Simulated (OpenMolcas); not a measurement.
## C2H5AlF (SMILES [CH2][Al]([CH3])[F]): the energy, rung by rung

C2H5AlF has 9 atoms, charge 0, and is taken as a doublet. As SMILES, `[CH2][Al]([CH3])[F]`. Geometry: relaxed at PBE0-D4/def2-TZVP. This is one conformer, not always the lowest.

```tsv
atom	x (Å)	y (Å)	z (Å)
C	-0.6864	1.5875	-0.8200
Al	-0.1128	-0.2287	-0.5965
C	0.6071	-1.0023	1.0293
F	-0.2532	-1.2094	-1.9247
H	-1.0868	1.9892	-1.7488
H	-0.6490	2.3368	-0.0310
H	-0.0093	-1.8398	1.3706
H	1.6112	-1.4034	0.8601
H	0.6679	-0.2763	1.8437
```

Each level gives the energy change with the Al2–F4 bond stretched from 1.657 to 1.906 Å (eV). The values are calculated.

```tsv
level	kind	program	value (eV)	less CCSD(T)/def2-SVP	CPU time (all runs)
U-revPBE/def2-SVP	GGA	OpenMolcas	0.39	-0.14	99 s
UPBE/def2-SVP	GGA	OpenMolcas	0.44	-0.09	97 s
U-r2SCAN/def2-SVP	meta-GGA	OpenMolcas	0.53	0.00	2 min
UM06-L/def2-SVP	meta-GGA	OpenMolcas	0.53	0.00	2.1 min
UTPSS/def2-SVP	meta-GGA	OpenMolcas	0.46	-0.07	2.2 min
UM06-2X/def2-SVP	hybrid meta-GGA	OpenMolcas	0.59	+0.06	1.9 min
UPBE0/def2-SVP	global hybrid	OpenMolcas	0.54	+0.01	97 s
ROCCSD(T)/def2-SVP	coupled cluster or CI	OpenMolcas	0.53	0.00	2.1 min
```

ROCCSD(T)/def2-SVP is the highest level here, not the true value. The first shape isn't each level's own minimum. The values span 0.39 to 0.59 eV. CPU times are rough (shared hosts, several kinds of processor): they show what a rung costs within a factor of a few.

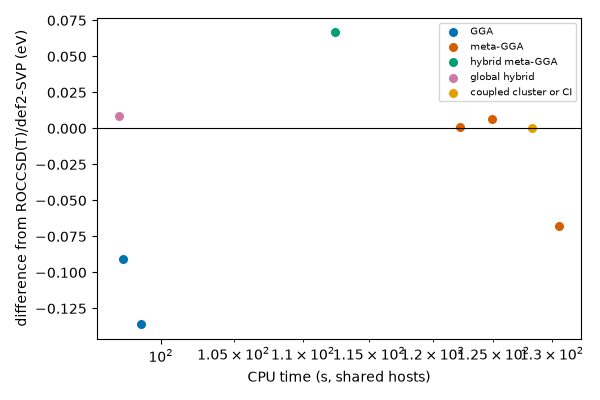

Difference from ROCCSD(T)/def2-SVP against processor time, one point a level.
